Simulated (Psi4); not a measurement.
# TPSSh/cc-pVDZ run of BBrCl2 (bromodichloroborane)

Aim: the vertical ionisation energy of BBrCl2 (bromodichloroborane) at TPSSh/cc-pVDZ, from 2 runs. 

The calculation is run with Psi4 1.11.

12 further runs of the same task are left out: 10 that didn't finish, 2 set aside as unsound or not needed.

## Step 1: The system as given

BBrCl2: 4 atoms, total charge 0, spin state singlet. As SMILES, `ClB(Cl)Br`. The shape is that of a PBE0-D4/def2-TZVP optimisation.

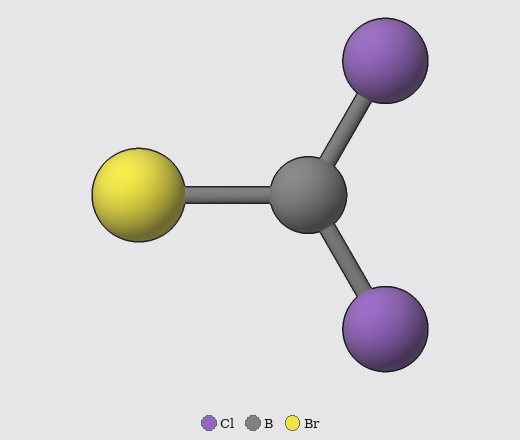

Viewed from a chosen angle; chlorine purple, boron grey, bromine yellow.

## Step 2: Energy and gradient at TPSSh/cc-pVDZ

Contents of bbrcl2.xyz:

```xyz
4
BBrCl2
Cl     0.582100     0.666000     1.510800
B      0.037200    -0.038100     0.022100
Cl     0.444300    -1.679200    -0.365600
Br    -1.008100     0.991100    -1.187600
```

Contents of run.py:

```python
import numpy as np
from ase.calculators.psi4 import Psi4
from ase.io import read

a = read('bbrcl2.xyz')
calc = Psi4(atoms=a, method='tpssh', basis='cc-pVDZ', memory='1600MB', num_threads=1, charge=0, multiplicity=1, label='calc', reference='rks')
calc.psi4.set_options({'puream': True, 'e_convergence': 1e-09, 'd_convergence': 1e-08, 'scf_type': 'pk', 'dft_radial_points': 99, 'dft_spherical_points': 590})
a.calc = calc

forces = a.get_forces()
print(f'energy: {a.get_potential_energy():.6f} eV')
print('forces / eV A^-1')
print(np.round(forces, 5))
```

Started as:

```
python run.py
```

calc.dat:

```text
[...]
  Running in c1 symmetry.
[...]
  Nuclear repulsion =  351.409229119585689
[...]
  Multiplicity = 1
[...]
  Nalpha       = 37
  Nbeta        = 37
[...]
    Number of basis functions: 77
[...]
   @RKS iter   1: -3519.29939811318400   -1.13516e+00   8.20344e-03 ADIIS/DIIS
[...]
   @RKS iter  10: -3519.45336206662205   -2.91038e-11   6.07972e-09 DIIS
[...]
    Orbital Energies [Eh]
    ---------------------
    Doubly Occupied:
       1A   -482.597509     2A   -101.411153     3A   -101.411136
       4A    -62.315438     5A    -56.102033     6A    -56.100193
       7A    -56.099387     8A     -9.404143     9A     -9.404098
      10A     -8.651787    11A     -7.150285    12A     -7.150266
      13A     -7.144611    14A     -7.144593    15A     -7.142315
      16A     -7.142296    17A     -6.846050    18A     -6.471204
      19A     -6.463810    20A     -6.461095    21A     -2.591515
      22A     -2.589729    23A     -2.587701    24A     -2.581917
      25A     -2.581767    26A     -0.866550    27A     -0.827073
      28A     -0.778790    29A     -0.509337    30A     -0.438141
      31A     -0.425358    32A     -0.389348    33A     -0.333774
      34A     -0.330480    35A     -0.326735    36A     -0.309578
[...]
  @RKS Final Energy: -3519.45336206662205
   => Energetics <=
    Nuclear Repulsion Energy =            351.4092291195856887
    One-Electron Energy =               -5586.0180103989314375
    Two-Electron Energy =                1852.1668824888931795
    DFT Exchange-Correlation Energy =    -137.0114632761696498
    Empirical Dispersion Energy =           0.0000000000000000
    VV10 Nonlocal Energy =                  0.0000000000000000
    Total Energy =                      -3519.4533620666225033
[...]
 Multipole Moments:
 ------------------------------------------------------------------------------------
     Multipole            Electronic (a.u.)      Nuclear  (a.u.)        Total (a.u.)
 ------------------------------------------------------------------------------------
 L = 1.  Multiply by 2.5417464519 to convert [e a0] to [Debye]
 Dipole X            :         -4.4828371            4.4863051            0.0034680
 Dipole Y            :          4.4133890           -4.4166878           -0.0032988
 Dipole Z            :         -5.1865659            5.1907745            0.0042086
 Magnitude           :                                                    0.0063735
[...]
  -Total Gradient:
     Atom            X                  Y                   Z
    ------   -----------------  -----------------  -----------------
       1       -0.003239497239    -0.004185021881    -0.008865216740
       2        0.002818313473    -0.002761889325     0.003309367663
       3       -0.002411493761     0.009731540234     0.002288366554
       4        0.002841837531    -0.002793599469     0.003278011013
[...]
```

The script printed:

```text
energy: -95769.204030 eV
forces / eV A^-1
[[ 0.16658  0.2152   0.45587]
 [-0.14492  0.14202 -0.17017]
 [ 0.124   -0.50042 -0.11767]
 [-0.14613  0.14365 -0.16856]]
```

It took 2.2 min on 1 thread of AMD EPYC 7R43 (Zen 3), shared host; peak memory 1.1 GiB.

## Step 3: The doublet cation at the same level

Contents of job.json:

```json
{
 "schema_name": "qcschema_input",
 "schema_version": 1,
 "molecule": {
  "schema_name": "qcschema_molecule",
  "schema_version": 2,
  "symbols": ["Cl", "B", "Cl", "Br"],
  "geometry": [1.10000958, 1.2585576, 2.85499823, 0.07029781, -0.07199857, 0.04176295, 0.83960532, -3.17322811, -0.69088387, -1.90503291, 1.87290756, -2.24423875],
  "molecular_charge": 1,
  "molecular_multiplicity": 2,
  "fix_symmetry": "c1"
 },
 "driver": "gradient",
 "model": {
  "method": "tpssh",
  "basis": "cc-pVDZ"
 },
 "keywords": {
  "reference": "uks",
  "puream": true,
  "e_convergence": 1e-09,
  "d_convergence": 1e-08,
  "scf_type": "pk",
  "dft_radial_points": 99,
  "dft_spherical_points": 590,
  "maxiter": 200,
  "scf_properties": ["LOWDIN_CHARGES", "MAYER_INDICES", "MULLIKEN_CHARGES"]
 }
}
```

Started as:

```
psi4 --qcschema job.json -n 1 --memory 1600MB
```

stdout:

```text
[...]
  Running in c1 symmetry.
[...]
  Nuclear repulsion =  351.409228964059366
[...]
  Multiplicity = 2
[...]
  Nalpha       = 37
  Nbeta        = 36
[...]
    Number of basis functions: 77
[...]
   @UKS iter   1: -3518.95105270999829   -7.86815e-01   7.32821e-03 DIIS/ADIIS
[...]
   @UKS iter  15: -3519.06173783386521   -1.36424e-12   3.44628e-09 DIIS
[...]
   @S^2 Observed:                7.523074129E-01
[...]
    Orbital Energies [Eh]
    ---------------------
    Alpha Occupied:
       1A   -482.874463     2A   -101.655820     3A   -101.655812
       4A    -62.591006     5A    -56.378293     6A    -56.376801
       7A    -56.374601     8A     -9.646639     9A     -9.646598
      10A     -8.927576    11A     -7.391554    12A     -7.391548
      13A     -7.389741    14A     -7.389732    15A     -7.385156
      16A     -7.385151    17A     -7.073455    18A     -6.745701
      19A     -6.743310    20A     -6.734797    21A     -2.867570
      22A     -2.867265    23A     -2.860641    24A     -2.859156
      25A     -2.857510    26A     -1.103458    27A     -1.062510
      28A     -1.043311    29A     -0.740038    30A     -0.668706
      31A     -0.665388    32A     -0.613363    33A     -0.578228
      34A     -0.570861    35A     -0.555358    36A     -0.551224
[...]
  @UKS Final Energy: -3519.06173783386521
   => Energetics <=
    Nuclear Repulsion Energy =            351.4092289640593663
    One-Electron Energy =               -5567.3939734111581856
    Two-Electron Energy =                1833.6066677734629593
    DFT Exchange-Correlation Energy =    -136.6836611602294624
    Empirical Dispersion Energy =           0.0000000000000000
    VV10 Nonlocal Energy =                  0.0000000000000000
    Total Energy =                      -3519.0617378338652088
[...]
 Multipole Moments:
 ------------------------------------------------------------------------------------
     Multipole            Electronic (a.u.)      Nuclear  (a.u.)        Total (a.u.)
 ------------------------------------------------------------------------------------
 L = 1.  Multiply by 2.5417464519 to convert [e a0] to [Debye]
 Dipole X            :         -4.3146167            4.4863051            0.1716883
 Dipole Y            :          4.2476038           -4.4166878           -0.1690840
 Dipole Z            :         -4.9920335            5.1907745            0.1987411
 Magnitude           :                                                    0.3123528
[...]
  Mulliken Charges: (a.u.)
   Center  Symbol    Alpha    Beta     Spin     Total
       1    CL     8.51975  8.25723  0.26251  0.22302
       2     B     2.38521  2.45406 -0.06885  0.16073
       3    CL     8.51983  8.25717  0.26266  0.22300
       4    BR    17.57521 17.03154  0.54368  0.39325
   Total alpha = 37.00000, Total beta = 36.00000, Total charge =  1.00000
  Lowdin Charges: (a.u.)
   Center  Symbol    Alpha    Beta     Spin     Total
       1    CL     8.35735  8.09879  0.25856  0.54386
       2     B     2.87219  2.91710 -0.04491 -0.78929
[...]
  -Total Gradient:
     Atom            X                  Y                   Z
    ------   -----------------  -----------------  -----------------
       1        0.002802670643    -0.002327279896     0.003528730531
       2       -0.007189621665     0.007082398329    -0.008280364331
       3        0.002764137540    -0.003163700799     0.002879015593
       4        0.001632154573    -0.001600570706     0.001883361670
[...]
```

The result, in JSON:

```text
{
 "driver": "gradient",
 "model": {
  "method": "tpssh",
  "basis": "cc-pVDZ"
 },
 "success": true,
 "return_result": [0.002802670643326677, -0.0023272798956143897, 0.0035287305312775574, -0.007189621664686452, 0.00708239832916847, -0.008280364330942272, 0.002764137539592454, -0.0031637007989879784, 0.0028790155928810277, 0.001632154572925787, -0.0016005707061953756, 0.0018833616695052569],
 "properties": {
  "calcinfo_nbasis": 77,
  "calcinfo_nmo": 77,
  "calcinfo_nalpha": 37,
  "calcinfo_nbeta": 36,
  "calcinfo_natom": 4,
  "nuclear_repulsion_energy": 351.40922896405937,
  "return_energy": -3519.061737833865,
  "return_gradient": [0.002802670643326677, -0.0023272798956143897, 0.0035287305312775574, -0.007189621664686452, 0.00708239832916847, -0.008280364330942272, 0.002764137539592454, -0.0031637007989879784, 0.0028790155928810277, 0.001632154572925787, -0.0016005707061953756, 0.0018833616695052569],
  "scf_one_electron_energy": -5567.393973411158,
  "scf_two_electron_energy": 1833.606667773463,
  "scf_xc_energy": -136.68366116022946,
  "scf_dipole_moment": [0.1716883471708499, -0.16908396977238205, 0.19874106115867463],
  "scf_total_energy": -3519.061737833865,
  "scf_total_gradient": [0.002802670643326677, -0.0023272798956143897, 0.0035287305312775574, -0.007189621664686452, 0.00708239832916847, -0.008280364330942272, 0.002764137539592454, -0.0031637007989879784, 0.0028790155928810277, 0.001632154572925787, -0.0016005707061953756, 0.0018833616695052569],
  "scf_iterations": 15
 }
}
```

Wall time 3 min (1 thread of AMD EPYC 7R43 (Zen 3), shared host); peak memory 1 GiB.

## Step 4: What came out

Level: TPSSh/cc-pVDZ.

```
                                          quantity           value
                      singlet BBrCl2: total energy  -3519.45336 Eh
                     singlet BBrCl2: dipole moment          0.02 D
                       singlet BBrCl2: HOMO energy        -7.87 eV
                       singlet BBrCl2: LUMO energy        -2.09 eV
                     singlet BBrCl2: HOMO–LUMO gap         5.79 eV
          singlet BBrCl2: largest force on an atom      0.531 eV/Å
                      doublet cation: total energy  -3519.06174 Eh
doublet cation: HOMO energy (highest over α and β)       -14.79 eV
 doublet cation: LUMO energy (lowest over α and β)       -13.39 eV
                              doublet cation: ⟨S²⟩           0.752
          doublet cation: largest force on an atom      0.671 eV/Å
vertical ionisation energy (to the doublet cation)       10.657 eV
```

In words: The vertical ionisation energy comes to 10.66 eV (246 kcal/mol). The largest force (singlet BBrCl2) is 0.53 eV/Å: the shape isn't a stationary point for this species at this level. −ε(HOMO) before ionisation, 7.87 eV, is 2.78 eV below this ionisation energy.
